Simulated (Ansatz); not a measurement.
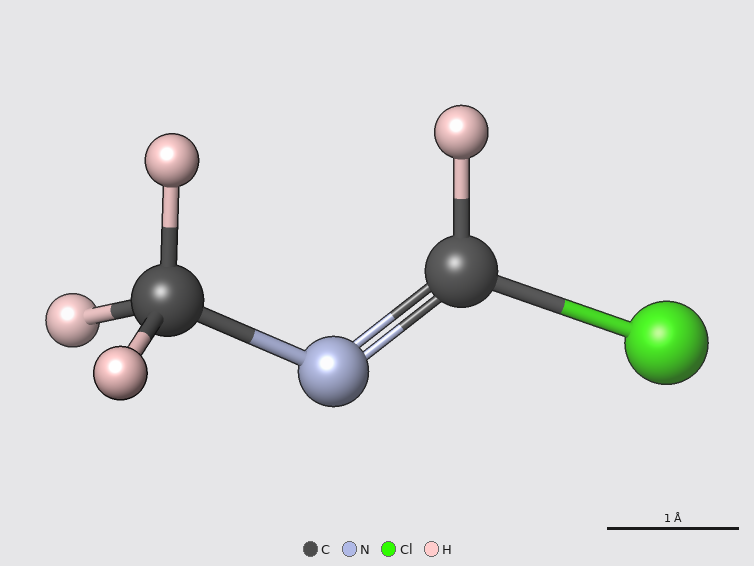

Rendered structure (ball-and-stick style).

The computed structure is the end point of a PBE0-D4/def2-TZVP optimisation.

What does the picture show?

It has 8 atoms: 2 carbon, 4 hydrogen, 1 chlorine and 1 nitrogen (C₂H₄ClN). Its SMILES string is `C/N=C/Cl`. It has no ring. Among its groups: imine, C–Cl bond. The point group is Cs. Coordination: 1 C tetrahedral; 1 N bent; 1 C trigonal planar.

More results for the same structure follow; atom numbers are the same in all pictures, views and colours differ.

### Thermal motion

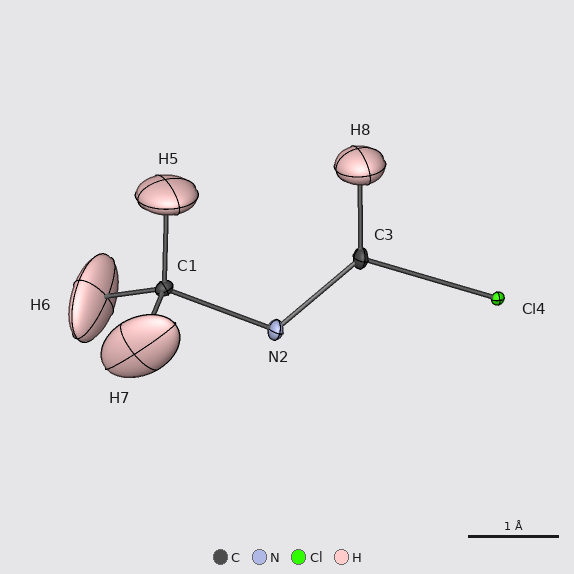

Displacement ellipsoids at the 50 % level, enlarged 1.5 times, from the internal vibrations of the free molecule (harmonic, no overall translation or rotation; no half-axis is drawn under 0.075 Å). Vibrations computed with RKS PBE0-D4/def2-TZVP (Ansatz 0.2.0). Temperature: 298 K.

List U_eq and the three principal root-mean-square amplitudes for each kind of atom.

```tsv
atom	U_eq (Å²)	rms amplitudes (Å)
C1	0.0018	0.037, 0.044, 0.045
N2	0.0027	0.035, 0.050, 0.066
C3	0.0026	0.034, 0.052, 0.063
Cl4	0.00045	0.017, 0.020, 0.026
H5	0.0229	0.079, 0.146, 0.203
H6, H7	0.0286	0.081, 0.143, 0.242
H8	0.0159	0.087, 0.120, 0.160
```

### Charges

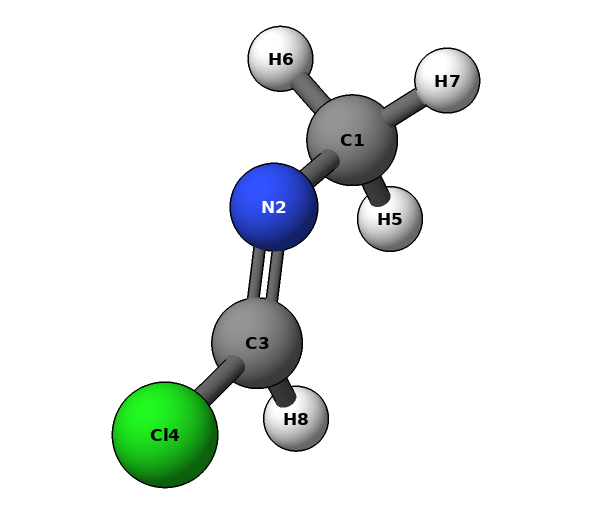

The questions are on Mulliken charges. Method: RKS r2SCAN-D4/def2-TZVPP (Ansatz 0.2.0).

Which atom carries the highest charge (most positive or least negative)?

Answer. C3, H6, H7 (0.07 e).

And the lowest?

Answer. N2 (−0.22 e).

Give the Mulliken charges atom by atom.

```tsv
atom	value (e)
C1	0.02
N2	−0.22
C3	0.07
Cl4	−0.08
H5	0.02
H6	0.07
H7	0.07
H8	0.06
```

### Levels of theory compared

Program: Ansatz 0.2.0.

Compare HOMO–LUMO gap (eV), HOMO energy (eV), dipole (D) at these levels: B3LYP-D4/def2-TZVPP; PBE-D4/def2-TZVPP; r2SCAN-D4/def2-TZVPP; ωB97M-V/def2-TZVPP.

```
               level  HOMO–LUMO gap (eV)  HOMO energy (eV)  dipole (D)
 B3LYP-D4/def2-TZVPP                7.00             −7.77        2.38
   PBE-D4/def2-TZVPP                4.90             −6.49        2.27
r2SCAN-D4/def2-TZVPP                5.42             −6.82        2.38
  ωB97M-V/def2-TZVPP               12.10            −10.37        2.42
```

Mulliken values depend strongly on the basis set and can even reverse the polarity of a bond.
